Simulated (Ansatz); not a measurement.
```xyz
7

W    -0.1801   -0.2115    0.2578
F    -0.2743    0.8981    1.7185
H     1.8242    0.1434    0.4074
H     1.6060    0.6556   -0.2003
H    -1.7926   -0.7633    0.4268
F     0.3621   -1.6897   -0.6881
H    -0.6057    0.8375   -0.9827
```

Core potentials replace the inner electrons of W.

Level of theory: Ansatz, RKS B3LYP-D4/def2-SVP.

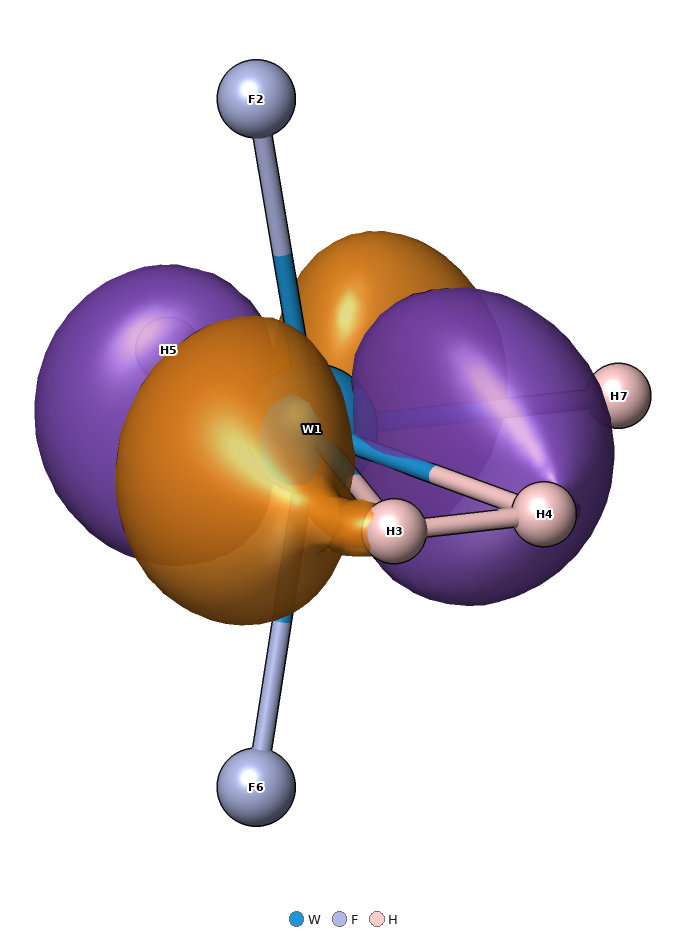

F₂H₄W. The HOMO at ±0.2 Å⁻³ᐟ² (orange and purple are the two phases), seen at an oblique angle.

Question: Where does this orbital lie, and at what energy?

Answer: Its weight (Hirshfeld) is mainly on W1 (about 80 %). Its energy is −6.42 eV.
